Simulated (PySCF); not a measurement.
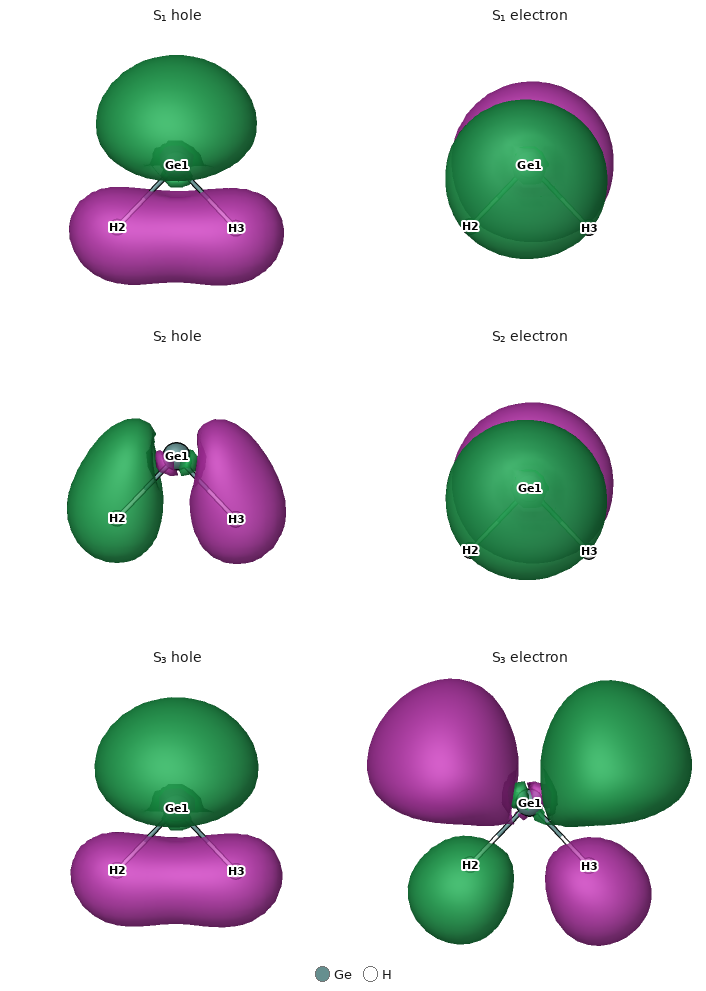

GeH$_{2}$, SMILES `[GeH2]`. Leading natural transition orbitals (TDA singlet states).

Level of theory: CAM-B3LYP/6-311G** (PySCF), at a geometry from GFN2-xTB. No frequency check shows the geometry to be a minimum. GFN2-xTB bond lengths at metals and heavier atoms can be off by up to 0.1 Å and shapes distorted, which carries into these values. Without diffuse functions Rydberg states are missing, so the states' numbers hold for this basis only.

Question: Give the energy and character of each state.

Answer: By state:
- S₁: 2.64 eV (469 nm), f = 0.021, partly diffuse acceptor orbital, which a basis without diffuse functions describes poorly; the leading pair carries 100 %; hole on Ge1 (70 %) and H2 and H3 (15 % each), electron on Ge1 (89 %) and H2 and H3 (6 % each) (atom shares of so diffuse an orbital are rough); their centroids lie 0.0 Å apart.
- S₂: 3.92 eV (316 nm), f = 0.000 (dark), partly diffuse acceptor orbital, which a basis without diffuse functions describes poorly; the leading pair carries 100 %; hole on Ge1 (47 %) and H2 and H3 (27 % each), electron on Ge1 (90 %) and H2 and H3 (5 % each) (atom shares of so diffuse an orbital are rough); their centroids lie 0.7 Å apart.
- S₃: 7.26 eV (171 nm), f = 0.235 (bright), partly diffuse acceptor orbital, which a basis without diffuse functions describes poorly; the leading pair carries 90 %; hole on Ge1 (71 %) and H2 and H3 (14 % each), electron on Ge1 (74 %) and H2 and H3 (13 % each) (atom shares of so diffuse an orbital are rough); their centroids lie 0.2 Å apart.
